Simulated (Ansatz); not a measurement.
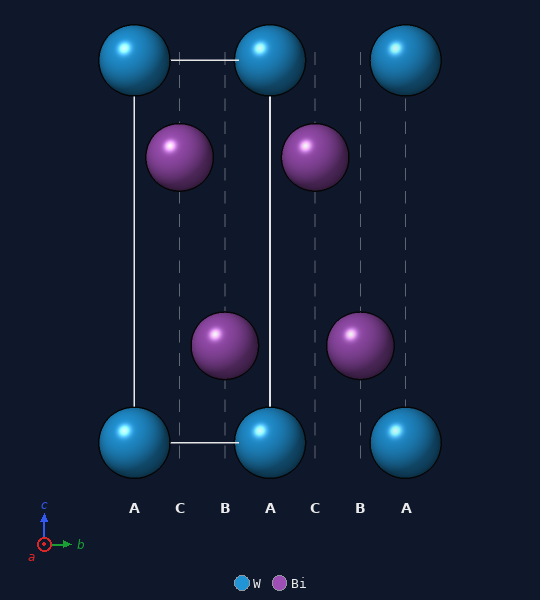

The picture looks along a close-packed row of the hexagonal mesh; c points upwards. The dashed lines mark the three columns A (0, 0), B (1/3, 2/3) and C (2/3, 1/3). The sequence starts with the first layer at or above the cell's origin.

System Bi2W; source of the atomic positions: the input geometry of an electronic-structure calculation (not necessarily at equilibrium); the starting structure was generated, so it need not be a known form of this composition.

> List the layers of one repeat.

W(A) – Bi(B) – Bi(C) (three layers in 8.35 Å).
